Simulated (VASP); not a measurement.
Band structure of MgS (rock salt). All values below come from revTPSS meta-GGA, VASP's PBE PAW potentials (set 64) (plane waves; VASP).

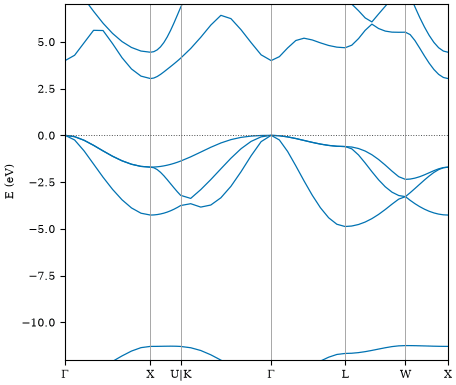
Bands along high-symmetry lines, zero at the valence-band maximum or, without a gap, the Fermi level

Problem. Read the plot: is there a gap, and where are the band edges?

Solution. The gap is indirect, 3.04 eV, from the valence maximum at Γ to the conduction minimum at X.

The compound is MgS in the rock salt structure. It was relaxed first.
